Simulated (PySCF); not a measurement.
# C₁₀HF₅O₃: NMR shifts at several levels of theory, part 1 of 2

How much do the NMR shifts of C₁₀HF₅O₃ (`O=C(O)C1=C(F)C(=O)c2c(F)c(F)c(F)c(F)c21`) depend on the level of theory, and what does each level cost?

The runs use PySCF 2.14.0, with density-fitted response routines of our own; the level of theory stands in each step. All values are computed, except where a source is named. Atoms count from 0, in the outputs and in this text.

## Step 1: The molecule as given

19 atoms, charge 0, multiplicity 1; geometry from: GFN2-xTB.

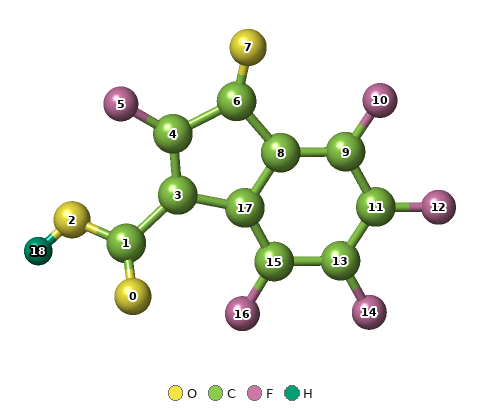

The starting geometry (oxygen yellow, carbon green, fluorine pink, hydrogen teal), atoms numbered.

## Step 2: Optimising the geometry at PBE0-D3(BJ)/def2-SVP

Job settings and geometry (Å):

```
{"job": {"xc": "PBE0", "basis": "def2-SVP", "d3": "d3bj", "grid": 1, "kind": "geom"}, "charge": 0, "multiplicity": 1}
O      2.773240    -1.777130    -0.856050
C      2.781550    -0.880390    -0.061630
O      3.794200    -0.601380     0.752580
C      1.665880     0.095910     0.094590
C      1.775590     1.436340     0.203350
F      2.889580     2.136850     0.279880
C      0.429210     2.108020     0.174660
O      0.187740     3.277200     0.256020
C     -0.510990     0.955820     0.031430
C     -1.886650     0.935600    -0.046670
F     -2.607080     2.046100    -0.032810
C     -2.540830    -0.305870    -0.143670
F     -3.868660    -0.350670    -0.228750
C     -1.806510    -1.482320    -0.137770
F     -2.433730    -2.652300    -0.200780
C     -0.401320    -1.456990    -0.057740
F      0.251750    -2.611150    -0.017630
C      0.239080    -0.237480     0.005470
H      4.533570    -1.214980     0.611060
```

The log of the run:

```text
step   0  E = -1104.55667462  max force = 0.015700
step   1  E = -1104.55782733  max force = 0.008627
step   2  E = -1104.55835873  max force = 0.004526
step   3  E = -1104.55852981  max force = 0.003852
step   4  E = -1104.55872239  max force = 0.003637
step   5  E = -1104.55886205  max force = 0.001178
step   6  E = -1104.55898272  max force = 0.001686
step   7  E = -1104.55898286  max force = 0.001464
step   8  E = -1104.55904834  max force = 0.001037
step   9  E = -1104.55907491  max force = 0.000748
step  10  E = -1104.55908449  max force = 0.000609
step  11  E = -1104.55896370  max force = 0.001736
step  12  E = -1104.55906864  max force = 0.000916
step  13  E = -1104.55904285  max force = 0.001486
step  14  E = -1104.55906743  max force = 0.001398
step  15  E = -1104.55909064  max force = 0.001172
step  16  E = -1104.55911087  max force = 0.000955
step  17  E = -1104.55912228  max force = 0.000675
step  18  E = -1104.55912759  max force = 0.000483
step  19  E = -1104.55912940  max force = 0.000424
optimisation converged
```

Wall time 17 min (8 threads of Arm Neoverse N1, shared host).

Along the way: (the energy doesn't fall at every step)

| step | energy from step 0 (eV) | largest force component (eV/Å) |
| --- | --- | --- |
| 0 | 0.0000 | 0.8073 |
| 1 | -0.0314 | 0.4436 |
| 2 | -0.0458 | 0.2327 |
| 3 | -0.0505 | 0.1981 |
| 4 | -0.0557 | 0.1870 |
| 5 | -0.0595 | 0.0606 |
| 6 | -0.0628 | 0.0867 |
| 7 | -0.0628 | 0.0753 |
| 8 | -0.0646 | 0.0533 |
| 9 | -0.0653 | 0.0385 |
| 10 | -0.0656 | 0.0313 |
| 11 | -0.0623 | 0.0893 |
| 12 | -0.0651 | 0.0471 |
| 13 | -0.0644 | 0.0764 |
| 14 | -0.0651 | 0.0719 |
| 15 | -0.0657 | 0.0603 |
| 16 | -0.0663 | 0.0491 |
| 17 | -0.0666 | 0.0347 |
| 18 | -0.0667 | 0.0248 |
| 19 | -0.0668 | 0.0218 |

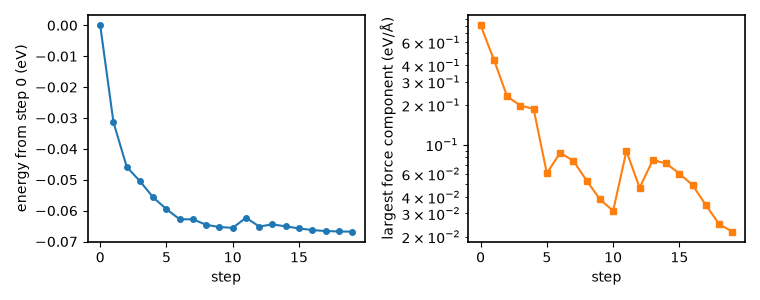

Energy and force, step by step.

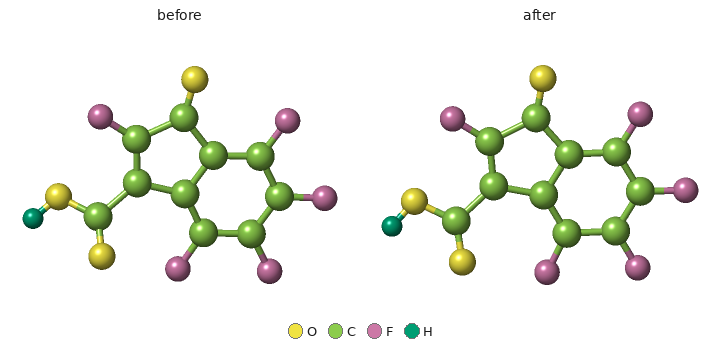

The geometry before (left) and after (right).

Distances of close pairs at the start and the end, largest changes first:

| bond | before (Å) | after (Å) | change (Å) |
| --- | --- | --- | --- |
| C3–C17 | 1.468 | 1.487 | +0.019 |
| C4–F5 | 1.318 | 1.300 | -0.019 |
| C13–F14 | 1.329 | 1.315 | -0.014 |
| C11–F12 | 1.331 | 1.318 | -0.013 |
| C15–F16 | 1.327 | 1.314 | -0.012 |
| C1–C3 | 1.491 | 1.480 | -0.010 |
| C9–F10 | 1.324 | 1.314 | -0.010 |
| C6–C8 | 1.494 | 1.485 | -0.009 |

The final coordinates are the input of the step that follows.

| at the end point | value |
| --- | --- |
| point group (found at 0.08 Å tolerance) | C1 |
| rotational constants (GHz, main isotopes) | 0.612, 0.352, 0.225 |
| dipole moment (D) | 1.76 |

## Step 3: NMR shieldings: PBE0/pcSseg-1

Job settings and geometry (Å):

```
{"job": {"kind": "nmr", "xc": "PBE0", "basis": "pcSseg-1", "pop": false}, "charge": 0, "multiplicity": 1}
O      2.602686    -2.107770    -0.529936
C      2.740735    -1.066915     0.054156
O      3.888844    -0.678221     0.613836
C      1.678829    -0.046786     0.205376
C      1.864571     1.275837     0.414246
F      2.974895     1.920768     0.615126
C      0.565311     2.034544     0.337843
O      0.434087     3.220738     0.470098
C     -0.444213     0.978234     0.070898
C     -1.811149     1.093057    -0.071609
F     -2.434357     2.248029    -0.008524
C     -2.566495    -0.070844    -0.289522
F     -3.874396     0.002745    -0.436765
C     -1.925123    -1.298965    -0.339516
F     -2.631119    -2.392168    -0.528392
C     -0.526166    -1.415058    -0.180715
F     -0.031947    -2.632924    -0.201577
C      0.222605    -0.268840     0.002806
H      4.538022    -1.374282     0.427711
```

Method: GIAO PBE0/pcSseg-1 NMR shielding, non-relativistic, gas phase.

The log of the run:

```text
coarse grid: 20168 points
cycle   1  E = -1104.6820111869  dE =  4.328e+00  |g| = 1.485e+00  |ddm| = 5.464e+00
cycle   2  E = -1103.3819999165  dE =  1.300e+00  |g| = 2.992e+00  |ddm| = 6.003e+00
cycle   3  E = -1105.0529547706  dE = -1.671e+00  |g| = 4.444e-01  |ddm| = 4.809e+00
cycle   4  E = -1105.0846602190  dE = -3.171e-02  |g| = 2.036e-01  |ddm| = 6.196e-01
cycle   5  E = -1105.0923737207  dE = -7.714e-03  |g| = 5.347e-02  |ddm| = 2.212e-01
cycle   6  E = -1105.0929637972  dE = -5.901e-04  |g| = 1.940e-02  |ddm| = 7.409e-02
cycle   7  E = -1105.0930459062  dE = -8.211e-05  |g| = 5.161e-03  |ddm| = 2.370e-02
cycle   8  E = -1105.0930511117  dE = -5.205e-06  |g| = 2.143e-03  |ddm| = 8.433e-03
final grid: 209096 points
cycle   9  E = -1105.2581994698  dE = -4.194e-05  |g| = 1.625e-02  |ddm| = 7.339e-02
cycle  10  E = -1105.2580440425  dE =  1.554e-04  |g| = 3.329e-02  |ddm| = 4.990e-02
cycle  11  E = -1105.2582456575  dE = -2.016e-04  |g| = 3.171e-03  |ddm| = 3.706e-02
cycle  12  E = -1105.2582475270  dE = -1.869e-06  |g| = 4.008e-04  |ddm| = 3.263e-03
cycle  13  E = -1105.2582475460  dE = -1.898e-08  |g| = 2.216e-04  |ddm| = 5.936e-04
cycle  14  E = -1105.2582475550  dE = -9.013e-09  |g| = 7.580e-05  |ddm| = 2.600e-04
cycle  15  E = -1105.2582475561  dE = -1.106e-09  |g| = 2.247e-05  |ddm| = 9.422e-05
cycle  16  E = -1105.2582475562  dE = -7.958e-11  |g| = 8.277e-06  |ddm| = 2.875e-05
converged SCF energy = -1105.2582475562

GIAO shielding tensors (ppm)
atom      isotropic    diamagn.    paramagn.     s11        s22        s33       span
  0 O     -120.785     403.950    -524.735   -370.468   -252.177    260.291    630.759
  1 C       21.185     245.184    -223.999    -79.231     64.891     77.894    157.125
  2 O      117.954     386.126    -268.172    -39.950    146.893    246.919    286.869
  3 C       59.463     257.682    -198.219    -29.068     75.882    131.576    160.645
  4 C       18.941     256.381    -237.439    -81.763     66.337     72.251    154.014
  5 F      286.778     470.204    -183.427    174.539    218.860    466.933    292.394
  6 C       -1.861     245.769    -247.629    -92.008     14.849     71.578    163.586
  7 O     -370.222     393.227    -763.449  -1081.710   -411.278    382.321   1464.031
  8 C       75.787     270.564    -194.777     11.153     62.490    153.718    142.565
  9 C       32.088     244.767    -212.680    -16.907     22.656     90.514    107.421
 10 F      308.580     474.590    -166.011    201.351    247.086    477.302    275.952
 11 C       35.875     260.433    -224.558     -4.012     15.732     95.906     99.918
 12 F      336.755     473.211    -136.456    261.304    281.529    467.431    206.126
 13 C       29.138     259.050    -229.911    -18.482     11.225     94.671    113.153
 14 F      321.273     473.531    -152.258    236.515    260.652    466.653    230.138
 15 C       34.163     242.187    -208.025    -14.712     25.592     91.609    106.320
 16 F      307.128     475.042    -167.914    228.499    250.761    442.123    213.624
 17 C       61.403     259.091    -197.688     -1.074     32.671    152.613    153.687
 18 H       24.928      25.770      -0.842     19.893     21.738     33.153     13.260
```

Run time: 2.4 min. Hardware: 8 threads of Arm Neoverse N1, shared host.

Shifts follow as δ = σ(reference) − σ, with reference shieldings (ppm) from runs at the same level and on the same kind of geometry: ¹H TMS 31.27, ¹³C TMS 184.4, ¹⁹F CFCl3 177.2, ¹⁷O H2O 334.6. The references are single molecules in the gas phase, so shifts against H2O, NH3, PH3, H3PO4 or CFCl3 are not on the usual liquid scales and can be off by tens of ppm.

| atoms | environment | σ (ppm) | δ (ppm) | δ scaled to CDCl3 |
| --- | --- | --- | --- | --- |
| C6 | ketone carbonyl carbon | -1.9 | 186.3 | 180.4 |
| C4 | β carbon of a C=C–C=O unit bonded to F | 18.9 | 165.5 | 160.2 |
| C1 | carboxylic acid carbon | 21.2 | 163.2 | 158.0 |
| C13 | aromatic carbon bearing fluorine | 29.1 | 155.3 | 150.3 |
| C9 | aromatic carbon bearing fluorine | 32.1 | 152.3 | 147.4 |
| C15 | aromatic carbon bearing fluorine | 34.2 | 150.2 | 145.4 |
| C11 | aromatic carbon bearing fluorine | 35.9 | 148.5 | 143.7 |
| C3 | β carbon of a C=C–C=O unit | 59.5 | 124.9 | 120.8 |
| C17 | substituted aromatic carbon | 61.4 | 123.0 | 118.9 |
| C8 | substituted aromatic carbon | 75.8 | 108.6 | 105.0 |
| H18 | hydrogen on an acid hydroxyl oxygen | 24.93 | 6.34 | – |
| O7 | ketone oxygen | -370.2 | 704.8 | – |
| O0 | carbonyl oxygen | -120.8 | 455.3 | – |
| O2 | acid hydroxyl oxygen | 118.0 | 216.6 | – |
| F5 | vinylic fluorine | 286.8 | -109.5 | – |
| F16 | aryl fluorine | 307.1 | -129.9 | – |
| F10 | aryl fluorine | 308.6 | -131.3 | – |
| F14 | aryl fluorine | 321.3 | -144.0 | – |
| F12 | aryl fluorine | 336.8 | -159.5 | – |

The scaled column applies a straight-line fit of computed shieldings to shifts measured in CDCl3; 19F shifts take a fit of their own (root-mean-square error 0.21 ppm for H, 2.0 ppm for C).

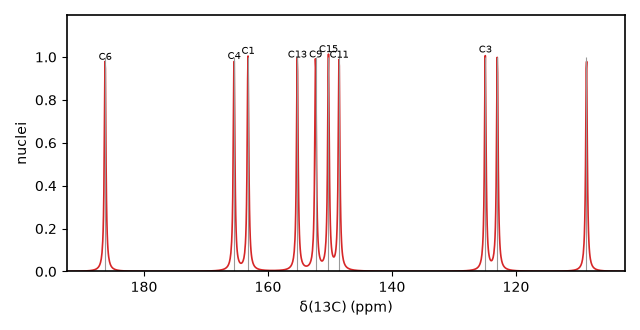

¹³C lines at the computed shifts, without couplings. Lines are broadened to a width of 0.31 ppm (Lorentzian).

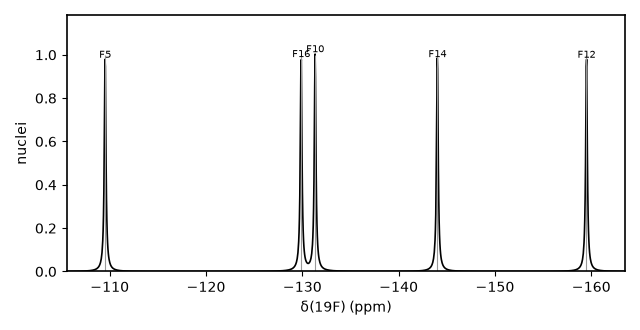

¹⁹F lines at the computed shifts, without couplings. Lines are broadened to a width of 0.20 ppm (Lorentzian).

Ring of atoms C3, C4, C6, C8, C17: NICS(0) 5.4, NICS(1) 2.0, NICS(1)zz 14.7 ppm (means of both faces).

Ring of atoms C8, C9, C11, C13, C15, C17: NICS(0) -11.3, NICS(1) -8.7, NICS(1)zz -15.4 ppm (means of both faces).

## Step 4: Shielding tensors: PBE/pcSseg-1

Same as in step 3 but for these lines:

```diff
@@ -1,2 +1,2 @@
-{"job": {"kind": "nmr", "xc": "PBE0", "basis": "pcSseg-1", "pop": false}, "charge": 0, "multiplicity": 1}
+{"job": {"kind": "nmr", "xc": "PBE", "basis": "pcSseg-1", "pop": false}, "charge": 0, "multiplicity": 1}
 O      2.602686    -2.107770    -0.529936
```

With the program's defaults for keys left out, this is: GIAO PBE/pcSseg-1 NMR shielding, non-relativistic, gas phase.

The log of the run:

```text
coarse grid: 20168 points
cycle   1  E = -1104.6508589910  dE =  3.793e+00  |g| = 1.531e+00  |ddm| = 5.473e+00
cycle   2  E = -1098.2406019180  dE =  6.410e+00  |g| = 4.643e+00  |ddm| = 7.432e+00
cycle   3  E = -1104.2902315393  dE = -6.050e+00  |g| = 1.595e+00  |ddm| = 6.853e+00
cycle   4  E = -1105.0175716354  dE = -7.273e-01  |g| = 4.209e-01  |ddm| = 2.165e+00
cycle   5  E = -1104.8669216270  dE =  1.507e-01  |g| = 8.098e-01  |ddm| = 1.416e+00
cycle   6  E = -1105.0588945889  dE = -1.920e-01  |g| = 1.943e-01  |ddm| = 1.025e+00
cycle   7  E = -1105.0652635792  dE = -6.369e-03  |g| = 9.599e-02  |ddm| = 2.562e-01
cycle   8  E = -1105.0669699249  dE = -1.706e-03  |g| = 3.783e-02  |ddm| = 1.342e-01
cycle   9  E = -1105.0672591171  dE = -2.892e-04  |g| = 1.354e-02  |ddm| = 5.135e-02
cycle  10  E = -1105.0672964291  dE = -3.731e-05  |g| = 3.295e-03  |ddm| = 1.712e-02
cycle  11  E = -1105.0672979972  dE = -1.568e-06  |g| = 2.202e-03  |ddm| = 6.455e-03
final grid: 209096 points
cycle  12  E = -1105.2903883579  dE = -4.122e-05  |g| = 2.356e-02  |ddm| = 1.031e-01
cycle  13  E = -1105.2896104647  dE =  7.779e-04  |g| = 6.747e-02  |ddm| = 9.369e-02
cycle  14  E = -1105.2904732560  dE = -8.628e-04  |g| = 9.456e-03  |ddm| = 8.203e-02
cycle  15  E = -1105.2904914465  dE = -1.819e-05  |g| = 1.305e-03  |ddm| = 1.119e-02
cycle  16  E = -1105.2904915053  dE = -5.879e-08  |g| = 1.100e-03  |ddm| = 2.525e-03
cycle  17  E = -1105.2904918002  dE = -2.949e-07  |g| = 2.642e-04  |ddm| = 1.357e-03
cycle  18  E = -1105.2904918127  dE = -1.254e-08  |g| = 1.142e-04  |ddm| = 3.724e-04
cycle  19  E = -1105.2904918158  dE = -3.104e-09  |g| = 2.744e-05  |ddm| = 1.659e-04
cycle  20  E = -1105.2904918160  dE = -1.587e-10  |g| = 1.302e-05  |ddm| = 4.536e-05
converged SCF energy = -1105.2904918160

GIAO shielding tensors (ppm)
atom      isotropic    diamagn.    paramagn.     s11        s22        s33       span
  0 O     -119.685     405.214    -524.899   -363.157   -238.350    242.451    605.607
  1 C       20.150     247.115    -226.965    -73.784     62.634     71.601    145.385
  2 O      105.292     384.762    -279.469    -49.389    131.385    233.880    283.270
  3 C       56.177     257.702    -201.526    -27.401     70.157    125.775    153.176
  4 C       17.038     257.037    -239.999    -77.001     61.262     66.853    143.853
  5 F      264.499     469.055    -204.556    147.958    187.387    458.153    310.195
  6 C       -5.203     246.027    -251.230    -85.152      6.335     63.207    148.358
  7 O     -357.574     393.277    -750.851  -1061.759   -378.448    367.485   1429.244
  8 C       72.757     271.144    -198.387     12.337     58.148    147.786    135.448
  9 C       28.927     245.106    -216.179    -11.447     17.427     80.801     92.248
 10 F      286.830     473.158    -186.327    175.030    210.559    474.902    299.872
 11 C       32.128     260.850    -228.722     -0.613      9.301     87.696     88.310
 12 F      316.052     471.138    -155.086    227.587    259.014    461.556    233.969
 13 C       25.443     259.552    -234.109    -14.488      4.561     86.255    100.744
 14 F      299.605     471.910    -172.305    198.208    239.805    460.801    262.593
 15 C       30.282     243.271    -212.990    -10.654     19.564     81.935     92.588
 16 F      284.773     474.711    -189.938    199.798    218.926    435.595    235.797
 17 C       59.626     259.551    -199.924      2.114     30.480    146.284    144.170
 18 H       25.109      26.080      -0.972     19.910     22.849     32.568     12.658
```

Run time: 82 s. Hardware: 8 threads of Arm Neoverse N1, shared host.

This run: δ C6 185.2, C4 163.0, C1 159.9, C13 154.6, H18 6.09 ppm.

## Step 5: NMR shieldings: wB97X-D/pcSseg-1

Same as in step 4 but for these lines:

```diff
@@ -1,2 +1,2 @@
-{"job": {"kind": "nmr", "xc": "PBE", "basis": "pcSseg-1", "pop": false}, "charge": 0, "multiplicity": 1}
+{"job": {"kind": "nmr", "xc": "wB97X-D", "basis": "pcSseg-1", "pop": false}, "charge": 0, "multiplicity": 1}
 O      2.602686    -2.107770    -0.529936
```

Method: GIAO wB97X-D/pcSseg-1 NMR shielding, non-relativistic, gas phase.

The log of the run:

```text
coarse grid: 20168 points
cycle   1  E = -1105.3205981638  dE =  4.914e+00  |g| = 1.672e+00  |ddm| = 5.392e+00
cycle   2  E = -1104.7180593679  dE =  6.025e-01  |g| = 2.565e+00  |ddm| = 4.871e+00
cycle   3  E = -1105.8510825780  dE = -1.133e+00  |g| = 2.824e-01  |ddm| = 3.376e+00
cycle   4  E = -1105.8632205062  dE = -1.214e-02  |g| = 1.446e-01  |ddm| = 3.869e-01
cycle   5  E = -1105.8672732309  dE = -4.053e-03  |g| = 2.676e-02  |ddm| = 1.578e-01
cycle   6  E = -1105.8674631093  dE = -1.899e-04  |g| = 1.326e-02  |ddm| = 4.178e-02
cycle   7  E = -1105.8675169136  dE = -5.380e-05  |g| = 3.646e-03  |ddm| = 2.139e-02
cycle   8  E = -1105.8675305484  dE = -1.363e-05  |g| = 1.710e-03  |ddm| = 1.443e-02
cycle   9  E = -1105.8675325687  dE = -2.020e-06  |g| = 8.974e-04  |ddm| = 5.205e-03
final grid: 209096 points
cycle  10  E = -1106.0339737520  dE = -2.662e-04  |g| = 1.094e-02  |ddm| = 1.499e-01
cycle  11  E = -1106.0339717291  dE =  2.023e-06  |g| = 1.205e-02  |ddm| = 3.114e-02
cycle  12  E = -1106.0339914901  dE = -1.976e-05  |g| = 1.020e-03  |ddm| = 9.963e-03
cycle  13  E = -1106.0339917292  dE = -2.391e-07  |g| = 5.284e-04  |ddm| = 2.244e-03
cycle  14  E = -1106.0339917918  dE = -6.253e-08  |g| = 2.173e-04  |ddm| = 9.973e-04
cycle  15  E = -1106.0339918053  dE = -1.352e-08  |g| = 7.255e-05  |ddm| = 2.577e-04
cycle  16  E = -1106.0339918090  dE = -3.712e-09  |g| = 4.416e-05  |ddm| = 2.462e-04
cycle  17  E = -1106.0339918101  dE = -1.137e-09  |g| = 1.434e-05  |ddm| = 1.003e-04
cycle  18  E = -1106.0339918104  dE = -2.269e-10  |g| = 6.288e-06  |ddm| = 5.231e-05
converged SCF energy = -1106.0339918104

GIAO shielding tensors (ppm)
atom      isotropic    diamagn.    paramagn.     s11        s22        s33       span
  0 O     -115.008     404.652    -519.660   -358.949   -250.178    264.103    623.052
  1 C       20.142     245.098    -224.956    -81.798     64.445     77.777    159.575
  2 O      121.228     386.875    -265.647    -35.697    148.426    250.954    286.651
  3 C       59.453     258.954    -199.501    -31.605     78.599    131.366    162.971
  4 C       17.306     256.833    -239.527    -86.872     66.688     72.103    158.975
  5 F      294.141     470.111    -175.970    185.251    228.788    468.383    283.133
  6 C       -3.372     246.418    -249.790    -94.973     12.723     72.135    167.108
  7 O     -364.425     393.626    -758.051  -1064.012   -416.045    386.783   1450.795
  8 C       75.007     271.221    -196.213      8.587     63.095    153.341    144.755
  9 C       30.871     245.631    -214.760    -21.166     22.615     91.165    112.331
 10 F      316.107     474.675    -158.567    214.116    257.465    476.741    262.626
 11 C       34.905     260.715    -225.810     -7.293     15.900     96.107    103.399
 12 F      343.864     473.266    -129.402    271.534    291.967    468.092    196.558
 13 C       28.286     259.379    -231.093    -21.704     11.619     94.943    116.647
 14 F      329.144     473.632    -144.488    249.198    271.076    467.158    217.959
 15 C       33.259     242.918    -209.659    -18.367     25.967     92.177    110.544
 16 F      315.005     474.928    -159.923    240.700    261.218    443.098    202.399
 17 C       60.078     259.977    -199.899     -5.143     32.265    153.111    158.254
 18 H       24.965      25.518      -0.552     20.002     21.607     33.286     13.284
```

It took 3.2 min on 8 threads of Arm Neoverse N1, shared host.

In short: δ C6 187.9, C4 167.2, C1 164.4, C13 156.3, H18 6.41 ppm.

(Continued in part 2 of 2.)
